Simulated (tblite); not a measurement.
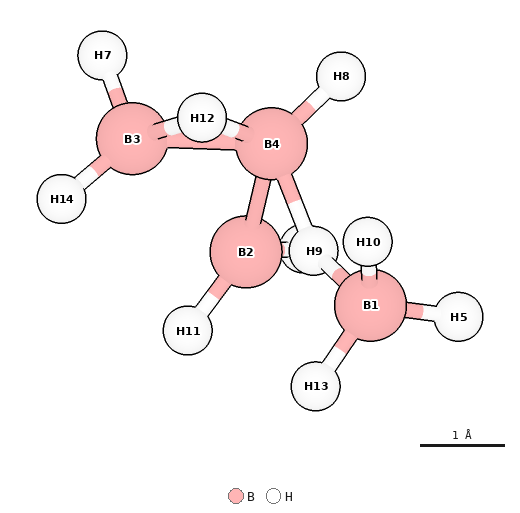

Fig. 1: The input geometry (ball-and-stick view, seen at a tilt; atoms are numbered from 1 in the order of the input).

Run report: B4H10, relaxed scan

B4H10 (arachno-B4H10), computed with GFN2-xTB relaxed scan under a harmonic restraint, gas phase (tblite 0.8.0).

### Input
```
{"job": {"xc": "GFN2-xTB", "basis": "xTB", "coordinate": [["d", [8, 0], 1], ["d", [8, 3], -1]], "kind": "drive"}, "charge": 0, "multiplicity": 1}
B      0.416933     1.427281     1.373352
B     -0.802436    -0.850653     0.348949
B     -0.293933    -0.650444    -1.670405
B      0.691409    -0.493581    -0.325275
H      0.733973     0.997087     2.423493
H     -0.720887    -1.740023     1.114717
H      0.036993    -1.535239    -2.369215
H      1.691836    -1.022462    -0.031298
H      0.118336     0.223707     0.716446
H      1.280436     1.913335     0.734071
H     -1.875881    -0.390477     0.266886
H      0.768980     0.204170    -1.377907
H     -0.620573     1.981515     1.319783
H     -1.172357     0.014916    -2.066390
```

The first line tells a small driver script what to run in tblite; the rest is the geometry in Å.

Machine: 1 CPU thread, shared host.

Command:
```bash
OMP_NUM_THREADS=1 python <driver script> task.json out
```

### Output
```
point  coordinate     E/eV
  0      0.153     -271.26667
  1      0.278     -271.27094
  2      0.405     -271.25863
  3      0.534     -271.23568
  4      0.666     -271.20730
  5      0.798     -271.17715
  6      0.931     -271.14733
  7      1.064     -271.11948
```

### Summary

- outcome: converged
- peak memory: 0.18 GiB
